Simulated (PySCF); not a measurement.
**GeClF (SMILES [F][Ge][Cl]) at B3LYP/STO-3G**

Aim: the vertical singlet–triplet gap of GeClF at B3LYP/STO-3G, from 2 runs. Input form: a Python script.

Program for the calculation: PySCF 2.14.0.

24 further runs of the same task are left out: 10 that didn't finish, 14 set aside as unsound or not needed.

## 1. The structure to begin with

GeClF: 3 atoms, total charge 0, spin state singlet. SMILES: `[F][Ge][Cl]`. The coordinates come from a PBE0-D4/def2-TZVP relaxation.

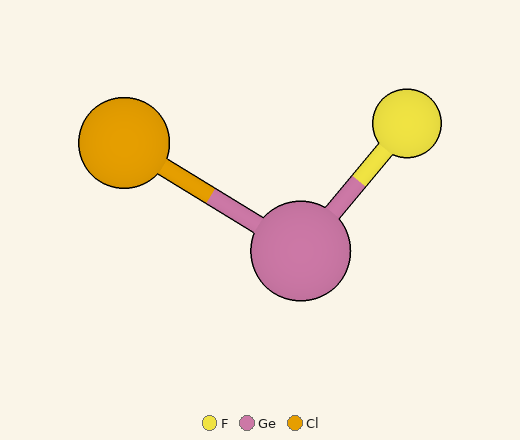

Viewed from a chosen angle; fluorine yellow, germanium pink, chlorine amber.

## 2. A single-point energy at B3LYP/STO-3G

The input, job.py:

```python
from pyscf import gto, dft

mol = gto.M(
    atom=[
    ('F', (0.110400, 1.418700, 0.206200)),
    ('Ge', (-0.762800, 0.035600, -0.410300)),
    ('Cl', (0.641600, -1.519100, 0.191000)),
],
    verbose=3,
    spin=0,
    basis='sto-3g',
    max_memory=1860,
    charge=0,
)

mf = dft.RKS(mol)
mf.xc = 'b3lyp'
mf.grids.level = 5
mf.conv_tol = 1e-10
mf.kernel()
if not mf.converged:
    mf = mf.newton().run(mf.mo_coeff, mf.mo_occ)

etot = mf.e_tot
print('E = %.10f Eh' % etot)
```

Launch:

```console
OMP_NUM_THREADS=1 python job.py
```

Standard output:

```text
converged SCF energy = -2606.63618606521
E = -2606.6361860652 Eh
```

It took 3.9 s on 1 thread of Intel Xeon Platinum 8488C (Sapphire Rapids), shared host; peak memory 0.25 GiB.

## 3. The triplet, same level

The input, run.py:

```python
from pyscf import gto, dft

molecule = gto.M(
    atom='F 0.110400 1.418700 0.206200; Ge -0.762800 0.035600 -0.410300; Cl 0.641600 -1.519100 0.191000',
    max_memory=1860,
    verbose=4,
    spin=2,
    basis='sto-3g',
)

mf = dft.UKS(molecule)
mf.xc = 'b3lyp'
mf.grids.level = 5
mf.conv_tol = 1e-10
mf.kernel()
if not mf.converged:
    mf = mf.newton().run(mf.mo_coeff, mf.mo_occ)

energy = mf.e_tot
print('Final energy', energy)
```

Launch:

```console
OMP_NUM_THREADS=1 python run.py
```

Standard output:

```text
PySCF version 2.14.0

[INPUT] num. atoms = 3
[INPUT] num. electrons = 58
[INPUT] charge = 0
[INPUT] spin (= nelec alpha-beta = 2S) = 2
[INPUT] symmetry False subgroup None
[INPUT] Mole.unit = angstrom
[INPUT] Symbol           X                Y                Z      unit          X                Y                Z       unit  Magmom
[INPUT]  1 F      0.110400000000   1.418700000000   0.206200000000 AA    0.208625764152   2.680954452920   0.389661526885 Bohr   0.0
[INPUT]  2 Ge    -0.762800000000   0.035600000000  -0.410300000000 AA   -1.441483087818   0.067274250035  -0.775354628909 Bohr   0.0
[INPUT]  3 Cl     0.641600000000  -1.519100000000   0.191000000000 AA    1.212448281521  -2.870682955827   0.360937689792 Bohr   0.0

nuclear repulsion = 246.377352051105
number of shells = 16
number of NR pGTOs = 96
number of NR cGTOs = 32
basis = sto-3g
ecp = {}

******** <class 'pyscf.dft.uks.UKS'> ********
method = UKS
initial guess = minao
damping factor = 0
level_shift factor = 0
DIIS = <class 'pyscf.scf.diis.CDIIS'>
diis_start_cycle = 1
diis_space = 8
diis_damp = 0
SCF conv_tol = 1e-10
SCF conv_tol_grad = None
SCF max_cycles = 50
direct_scf = True
direct_scf_tol = 1e-13
number electrons alpha = 30  beta = 28
XC library pyscf.dft.libxc version 7.0.0
    S. Lehtola, C. Steigemann, M. J.T. Oliveira, and M. A.L. Marques.,  SoftwareX 7, 1–5 (2018)
XC functionals = b3lyp
    P. J. Stephens, F. J. Devlin, C. F. Chabalowski, and M. J. Frisch.,  J. Phys. Chem. 98, 11623 (1994)
radial grids:
    Treutler-Ahlrichs [JCP 102, 346 (1995); DOI:10.1063/1.469408] (M4) radial grids

becke partition: Becke, JCP 88, 2547 (1988); DOI:10.1063/1.454033
pruning grids: <function nwchem_prune>
grids dens level: 5
symmetrized grids: False
atomic radii adjust function: <function treutler_atomic_radii_adjust>
small_rho_cutoff = 0
Set gradient conv threshold to 1e-05
tot grids = 131664
init E= -2604.00141796996
[... the frontier-level lines of each cycle are left out ...]


cycle= 1 E= -2606.47644661329  delta_E= -2.48  |g|= 0.227  |ddm|= 1.85


cycle= 2 E= -2606.36272992431  delta_E= 0.114  |g|= 0.445  |ddm|= 1.47


cycle= 3 E= -2606.52922702064  delta_E= -0.166  |g|= 0.106  |ddm|= 0.852


cycle= 4 E= -2606.53447650409  delta_E= -0.00525  |g|= 0.0697  |ddm|= 0.348


cycle= 5 E= -2606.53907594563  delta_E= -0.0046  |g|= 0.00786  |ddm|= 0.158


cycle= 6 E= -2606.539173786  delta_E= -9.78e-05  |g|= 0.00321  |ddm|= 0.0254


cycle= 7 E= -2606.53920378736  delta_E= -3e-05  |g|= 0.000942  |ddm|= 0.0175


cycle= 8 E= -2606.53921705067  delta_E= -1.33e-05  |g|= 0.000527  |ddm|= 0.0156


cycle= 9 E= -2606.53922303148  delta_E= -5.98e-06  |g|= 0.000332  |ddm|= 0.0164


cycle= 10 E= -2606.5392233779  delta_E= -3.46e-07  |g|= 7.77e-05  |ddm|= 0.00344


cycle= 11 E= -2606.5392233969  delta_E= -1.9e-08  |g|= 1.5e-05  |ddm|= 0.000923


cycle= 12 E= -2606.53922339752  delta_E= -6.15e-10  |g|= 4.93e-06  |ddm|= 0.000102


cycle= 13 E= -2606.53922339757  delta_E= -5.87e-11  |g|= 7.76e-07  |ddm|= 2.85e-05


Extra cycle  E= -2606.53922339757  delta_E= 5e-12  |g|= 1.02e-06  |ddm|= 5.71e-06
converged SCF energy = -2606.53922339757  <S^2> = 2.002363  2S+1 = 3.0015749
Final energy -2606.53922339757
```

Wall time 13 s (1 thread of Intel Xeon Platinum 8488C (Sapphire Rapids), shared host); peak memory 0.26 GiB.

## 4. Summary of results

Level: B3LYP/STO-3G.

```
                                        quantity           value
                           singlet: total energy  -2606.63619 Eh
                          singlet: dipole moment          2.43 D
                            singlet: HOMO energy        -4.37 eV
                            singlet: LUMO energy         0.14 eV
                          singlet: HOMO–LUMO gap         4.51 eV
                           triplet: total energy  -2606.53922 Eh
                          triplet: dipole moment          2.34 D
     triplet: HOMO energy (highest over α and β)        -2.20 eV
                                   triplet: ⟨S²⟩           2.002
vertical energy of the triplet above the singlet        2.638 eV
```

In words: At this shape the triplet lies 2.64 eV (255 kJ/mol) above the singlet. In a minimal basis such a difference can be off by several eV, whatever the method. Mulliken charges (singlet) run from -0.36 on Cl3 to +0.52 on Ge2.
